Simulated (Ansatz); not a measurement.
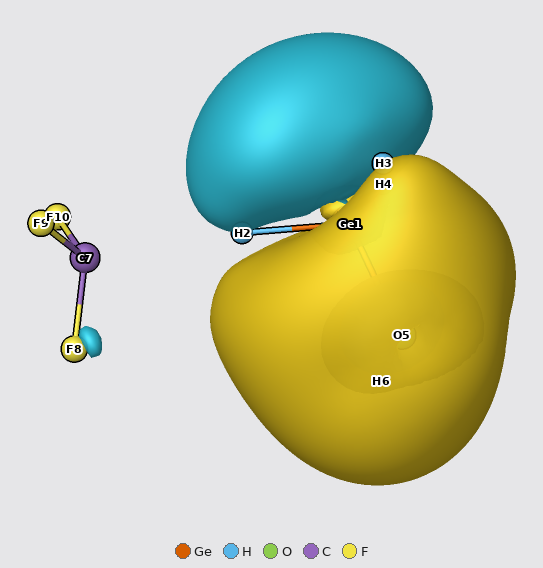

Figure. GeH$_{4}$O···CF$_{3}$ (doublet). One frontier orbital at ±0.06 Å⁻³ᐟ² (yellow and cyan are the two phases), seen at a tilt.

All numbers below come from Ansatz, UKS PBE/def2-SVP.

| atom | x (Å) | y (Å) | z (Å) |
| --- | --- | --- | --- |
| Ge | 0.0301 | -0.0383 | -0.1903 |
| H | 0.1484 | 0.0038 | 1.3626 |
| H | 1.4220 | -0.0011 | -0.8617 |
| H | -0.8518 | 1.1540 | -0.6701 |
| O | -0.6656 | -1.6160 | -0.7244 |
| H | -1.5217 | -1.7750 | -0.2832 |
| C | 0.0350 | 0.0473 | 3.6702 |
| F | -0.7173 | -0.9935 | 4.0194 |
| F | 1.2628 | -0.0621 | 4.1668 |
| F | -0.5322 | 1.1913 | 4.0438 |

Question: Which orbital is it: HOMO (α) or LUMO (α)?

Answer: The LUMO (α), at −0.65 eV. Its weight (Hirshfeld) is mainly on Ge1 (about 50 %), O5 (about 20 %) and H6 (about 15 %).
